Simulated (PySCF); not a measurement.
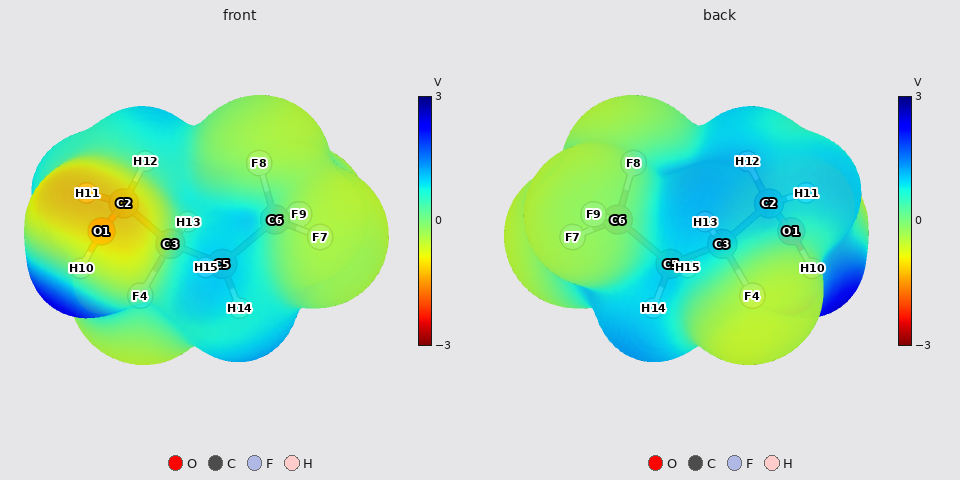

The picture shows: C4H6F4O (SMILES OC[C@H](F)CC(F)(F)F). The molecular electrostatic potential painted on the density surface at 0.002 e/bohr³, seen from the front and from behind; red is negative and blue positive.

Geometry: GFN2-xTB.

Method: PBE0/def2-SVPD, SCF density, gas phase in PySCF 2.14.0.

```xyz
15

O     2.0982    0.8335   -0.2069
C     1.3947    0.1263    0.7760
C     0.3404   -0.8033    0.1566
F     1.0120   -1.7639   -0.5796
C    -0.6069   -0.0600   -0.7896
C    -1.8258    0.4675   -0.0641
F    -2.6515    1.1197   -0.8915
F    -1.5206    1.3199    0.9253
F    -2.5449   -0.5164    0.4998
H     2.5729    0.2015   -0.7618
H     2.0713   -0.4757    1.3964
H     0.9023    0.8697    1.4047
H    -0.2103   -1.3475    0.9327
H    -0.9548   -0.7432   -1.5675
H    -0.0815    0.7799   -1.2523
```

Q: Where is the surface potential most negative and most positive?

A: The most negative region (about −1.2 V) lies over O1, the most positive (about +2.4 V) over H10. O1 is the likeliest acceptor of a hydrogen bond.

Q: What dipole moment does the calculation give?

A: Its dipole moment is 1.58 D.
